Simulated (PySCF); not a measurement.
Molecule: C8H16, SMILES C=CCCC(C)(C)C. Atoms near the plane z = 0.0 Å, at the GFN2-xTB optimised geometry (x, y, z in Å): C1 (2.5, -2.0, -1.0), C2 (1.7, -1.5, 0.0), C3 (0.2, -1.5, 0.0), C4 (-0.3, -0.1, 0.0), C5 (-1.9, 0.1, 0.0), C8 (-2.2, 1.6, 0.0), H9 (3.5, -2.0, -0.9), H11 (2.2, -1.0, 0.9), H12 (-0.1, -2.0, 0.9), H13 (-0.1, -2.1, -0.9), H14 (0.1, 0.4, -0.9), H15 (0.1, 0.4, 0.9), H22 (-1.8, 2.1, 0.9), H23 (-3.3, 1.7, 0.0), H24 (-1.8, 2.0, -0.9).

Method: B3LYP/def2-SVP run with PySCF. Cells within 0.4 Å of a nucleus heavier than hydrogen are left out (blank, or x). The values are rescaled to run from 0 to 1.

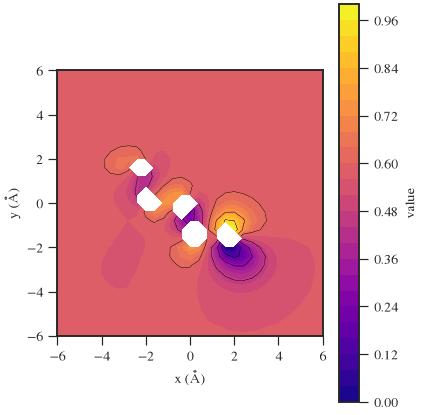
Figure. a field on the plane z = 0.0 Å.

Problem. Which quantity is mapped?
A. log10 of the electron density
B. deformation density (molecule minus spherical neutral atoms)
C. an orbital amplitude
D. electrostatic potential

Solution. C, an orbital amplitude. In full: HOMO amplitude (bohr^(-3/2)).
